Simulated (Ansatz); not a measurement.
Input file:

```
crystal:
  periodic: [false, false, false]
  atoms:
    - { symbol: W, position_ang: [0.173837, 0.156587, -0.52844] }
    - { symbol: O, position_ang: [0.244731, 0.089719, 2.59847] }
    - { symbol: H, position_ang: [-0.674983, 0.40176, 2.663427] }
    - { symbol: H, position_ang: [1.535827, -0.577009, 0.135999] }
    - { symbol: H, position_ang: [-0.643685, 1.3953, 0.281635] }
    - { symbol: H, position_ang: [-1.346891, -0.255771, 0.071476] }
    - { symbol: H, position_ang: [-0.014969, -1.439896, -0.031909] }
    - { symbol: H, position_ang: [0.242869, 0.357645, -2.256596] }
    - { symbol: H, position_ang: [1.194292, 1.190361, 0.378339] }
    - { symbol: H, position_ang: [0.718072, 0.836104, 2.1467] }
basis:
  gaussian: { orbitals: def2-TZVP }
hamiltonian:
  xc: pbe
  dispersion: d4
relax:
  f_tol: 0.03
  max_steps: 50
output:
  orbitals: {}
```

Run with:

```sh
ansatz run input.yaml --threads 4 --pin off --max-ram 5120MiB --backend cpu --events-out ev --progress --plain --runs-dir out
```

The fields are those of the run's last geometry, not of the input's.

Core potentials replace the inner electrons of W.

All numbers below come from RKS PBE-D4/def2-TZVP (Ansatz).

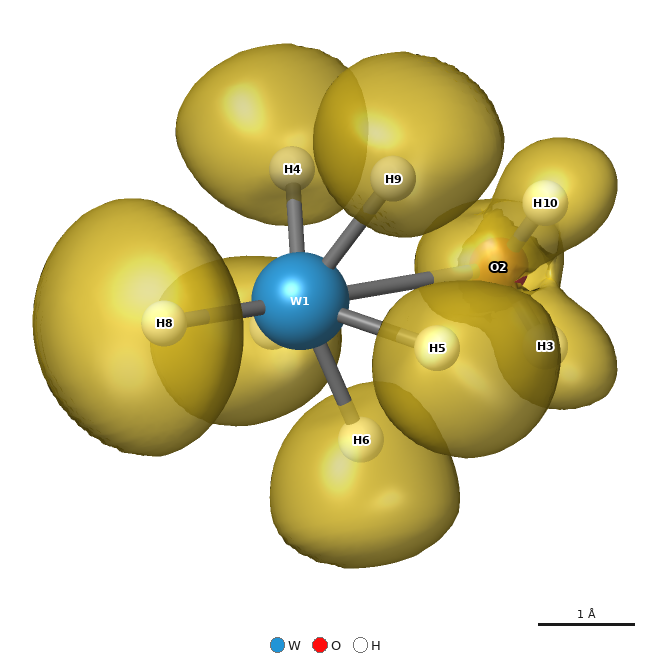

H8OW. Isosurface of the ELF at 0.75 (yellow), seen at a tilt. Core shells and regions of very low density are left out.

Q: What do the ELF domains correspond to?

A: The ELF exceeds this value in six regions around hydrogen nuclei and one joined region spread over several atoms (H, O), in which their bonds and any lone pairs are merged.

Values along the shortest contacts:
W–O (2.59 Å): the ELF is about 0.10 at the midpoint. O–H (0.97 Å): the ELF climbs to about 1 towards the hydrogen, as it does in any bond to H: a covalent bond by its length.
